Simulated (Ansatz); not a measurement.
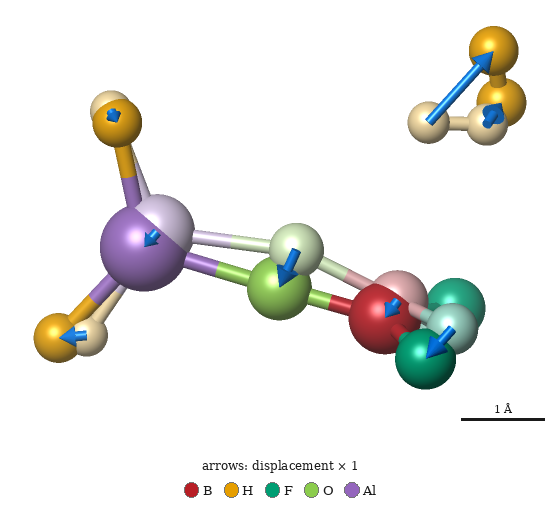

A relaxation of AlBH4OF2. The starting structure is drawn faded, the final one solid; blue arrows show the displacements, at their true length. The two geometries are superimposed by the best rigid fit.

A ball-and-stick model, seen face on.

The run prepares an end point of a later path (reaction) calculation, from a guessed geometry.

Level of theory: Ansatz 0.2.0, RKS PBE0/def2-SVP.

The input:
```yaml
crystal:
  periodic: [false, false, false]
  atoms:
    - { symbol: B, position_ang: [-0.164096, -0.248991, -0.311272] }
    - { symbol: H, position_ang: [0.450412, -0.056492, 1.994337] }
    - { symbol: F, position_ang: [0.945395, 0.32705, -0.744013] }
    - { symbol: F, position_ang: [-1.1998, 0.539247, -0.056956] }
    - { symbol: O, position_ang: [-0.254706, -1.60628, -0.183658] }
    - { symbol: Al, position_ang: [-0.854251, -3.187821, -0.449653] }
    - { symbol: H, position_ang: [-0.388582, -4.289614, 0.578809] }
    - { symbol: H, position_ang: [-1.804854, -3.419545, -1.6914] }
    - { symbol: H, position_ang: [0.431783, -0.728153, 1.736505] }
basis:
  gaussian: { orbitals: def2-SVP }
hamiltonian:
  xc: pbe0
relax:
  f_tol: 0.03
  max_steps: 50
```

Command:
```bash
ansatz run input.yaml --threads 2 --pin off --max-ram 3072MiB --backend cpu --events-out ev --progress --plain --runs-dir out
```

Question: Which element moves most?

Answer: Hydrogen: up to 1.17 Å, against 0.51 Å for oxygen.

Question: What happened in the run?

Answer: The largest move after the best rigid fit is that of H9, 1.17 Å. By element the largest moves are H 1.17 Å, O 0.51 Å, F 0.50 Å, B 0.26 Å, Al 0.24 Å. Near-neighbour distances that change, for instance: H2–H9 0.720 → 0.761 Å, B1–O5 1.366 → 1.328 Å. Among the angles between lasting bonds that change: B1–O5–Al6 157.9° → 179.1°. After 26 accepted moves (34 points after the start) the energy has fallen by 17.9 kJ/mol. Largest force component: 1.6 eV/Å at the start, 0.015 eV/Å at the end. The line search rejected the trial steps at points 7, 9, 15, 17, 22, 23, 28, 33 of the run. The forces were under the threshold at step 18, but the run went on from there. Cost: 77 s on 2 threads of Arm Neoverse V1, with other jobs on the host, peak memory 0.18 GiB.
